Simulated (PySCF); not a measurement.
# CCSDT(Q)/STO-3G run of AlH2Cl (SMILES [H][Al]([H])[Cl])

Aim: the energy change on altering one bond length of AlH2Cl at CCSDT(Q)/STO-3G, from 2 runs. Input form: a Python script.

The results are computed with PySCF 2.14.0.

7 further runs of the same task are left out: 7 set aside as unsound or not needed.

### Step 1. The system as given

The species is AlH2Cl (4 atoms), meant as a singlet with charge 0. SMILES: `[H][Al]([H])[Cl]`. Geometry: a GFN2-xTB relaxation, a rough one for these elements and not checked as a minimum.

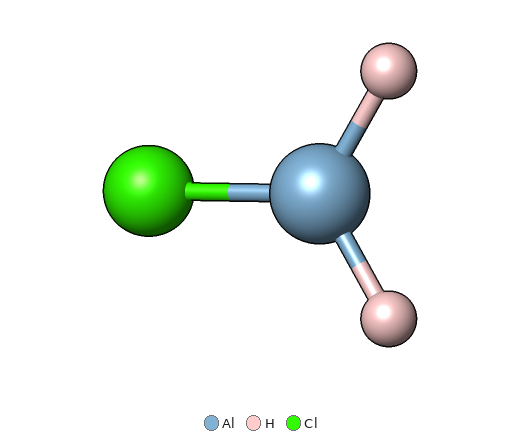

The structure, seen from a chosen angle (aluminium light blue, hydrogen pink, chlorine green).

### Step 2. The energy at CCSDT(Q)/STO-3G

Input file calc.py:

```python
from pyscf import gto, cc

molecule = gto.M(
    atom='''
Al   0.049780   0.082930  -0.002200
H    1.587020   0.109500   0.013310
H   -0.651090   1.451440  -0.019500
Cl  -0.985710  -1.643880   0.008400
''',
    basis='sto-3g',
    max_memory=1860,
    verbose=3,
    spin=0,
)

mf = molecule.RHF()
mf.conv_tol = 1e-10
mf.kernel()
if not mf.converged:
    mf = mf.newton().run(mf.mo_coeff, mf.mo_occ)

mycc = cc.CCSDT(mf, frozen=10)
mycc.kernel()
e_bracket, e_q = mycc.ccsdt_q()
energy = mycc.e_tot + e_q
print('E = %.10f Eh' % energy)
```

Command:

```console
$ OMP_NUM_THREADS=1 python calc.py
```

The program printed:

```text
converged SCF energy = -694.830607383862
_make_eris_incore_RCCSDT

WARN: A large `blksize` is being used, which may cause large memory consumption
      for storing contraction intermediates. If memory is sufficient, consider using
      `pyscf.cc.rccsdt_highm.RCCSDT` instead.

WARN: A large `blksize_oovv` is being used, which may cause large memory consumption
      for storing contraction intermediates. If memory is sufficient, consider using
      `pyscf.cc.rccsdt_highm.RCCSDT` instead.

WARN: A large `blksize_oooo` is being used, which may cause large memory consumption
      for storing contraction intermediates. If memory is sufficient, consider using
      `pyscf.cc.rccsdt_highm.RCCSDT` instead.

RCCSDT converged
E(RCCSDT) = -694.8773845171449   E_corr = -0.04677713328295891
E_corr(same-spin) = -0.00244293730061842
E_corr(oppo-spin) = -0.0443341959823405
_make_eris_incore_RCCSDT
E = -694.8773890674 Eh
```

Wall time 1.8 s (1 thread of Arm Neoverse N1, shared host); peak memory 0.12 GiB.

### Step 3. The distorted shape at the same level

Input file calc.py:

```python
from pyscf import gto, cc

system = gto.M(
    atom='''
Al      -1.794903       0.051046      -0.020812
H        1.587020       0.109500       0.013310
H       -2.495773       1.419556      -0.038112
Cl      -2.830393      -1.675764      -0.010212
''',
    charge=0,
    basis='sto-3g',
    verbose=4,
    max_memory=1860,
    spin=0,
)

mf = system.RHF()
mf.conv_tol = 1e-10
mf.kernel()
if not mf.converged:
    mf = mf.newton().run(mf.mo_coeff, mf.mo_occ)

mycc = cc.CCSDT(mf, frozen=10)
mycc.kernel()
e_bracket, e_q = mycc.ccsdt_q()
e_tot = mycc.e_tot + e_q
print('E = %.10f Eh' % e_tot)
```

Command:

```console
$ OMP_NUM_THREADS=1 python calc.py
```

The program printed:

```text
PySCF version 2.14.0

[INPUT] num. atoms = 4
[INPUT] num. electrons = 32
[INPUT] charge = 0
[INPUT] spin (= nelec alpha-beta = 2S) = 0
[INPUT] symmetry False subgroup None
[INPUT] Mole.unit = angstrom
[INPUT] Symbol           X                Y                Z      unit          X                Y                Z       unit  Magmom
[INPUT]  1 Al    -1.794903000000   0.051046000000  -0.020812000000 AA   -3.391875090160   0.096462959755  -0.039328980104 Bohr   0.0
[INPUT]  2 H      1.587020000000   0.109500000000   0.013310000000 AA    2.999033154207   0.206925010640   0.025152254718 Bohr   0.0
[INPUT]  3 H     -2.495773000000   1.419556000000  -0.038112000000 AA   -4.716327439084   2.682572058483  -0.072021242059 Bohr   0.0
[INPUT]  4 Cl    -2.830393000000  -1.675764000000  -0.010212000000 AA   -5.348667594886  -3.166735009406  -0.019297883184 Bohr   0.0

nuclear repulsion = 69.4902735714844
number of shells = 12
number of NR pGTOs = 60
number of NR cGTOs = 20
basis = sto-3g
ecp = {}

[... 39 lines left out ...]
converged SCF energy = -694.500072292721
[... 16 lines left out ...]
WARN: A large `blksize` is being used, which may cause large memory consumption
[... 3 lines left out ...]
WARN: A large `blksize_oovv` is being used, which may cause large memory consumption
[... 3 lines left out ...]
WARN: A large `blksize_oooo` is being used, which may cause large memory consumption
[... 13 lines left out ...]
Init t2, MP2 energy = -694.620429802877  E_corr(MP2) -0.120357510156
[... 17 lines left out ...]
RCCSDT converged
[... 5 lines left out ...]
E = -694.6962632809 Eh
```

Run time: 2 s. Hardware: 1 thread of Arm Neoverse N1, shared host; peak memory 0.12 GiB.

### Step 4. Summary of results

At CCSDT(Q)/STO-3G, 10 core orbitals frozen:

| quantity | value |
| --- | --- |
| first shape: total energy | -694.87739 Eh |
| first shape: dipole moment (Hartree–Fock density) | 2.31 D |
| first shape: HOMO energy (Hartree–Fock orbitals) | -9.39 eV |
| first shape: LUMO energy (Hartree–Fock orbitals) | 7.94 eV |
| first shape: HOMO–LUMO gap (Hartree–Fock orbitals) | 17.34 eV |
| first shape: correlation energy (10 core orbitals frozen) | -46.8 mEh |
| first shape: T1 diagnostic | 0.007 |
| distorted shape: total energy | -694.69626 Eh |
| distorted shape: dipole moment (Hartree–Fock density) | 2.60 D |
| distorted shape: HOMO energy (Hartree–Fock orbitals) | -3.32 eV |
| distorted shape: LUMO energy (Hartree–Fock orbitals) | 2.62 eV |
| distorted shape: HOMO–LUMO gap (Hartree–Fock orbitals) | 5.94 eV |
| distorted shape: correlation energy (10 core orbitals frozen) | -196.2 mEh |
| distorted shape: T1 diagnostic | 0.064 |
| energy change with the Al1–H2 bond stretched from 1.538 to 3.383 Å | 4.929 eV |

In words: With the Al1–H2 bond stretched from 1.538 to 3.383 Å the energy rises by 4.93 eV (476 kJ/mol). The first shape isn't relaxed at this level, so the change isn't measured from a minimum. The minimal basis adds a large error of its own. The T1 diagnostic (distorted shape) of 0.064 is above the customary mark for such species, so a single reference may not serve.
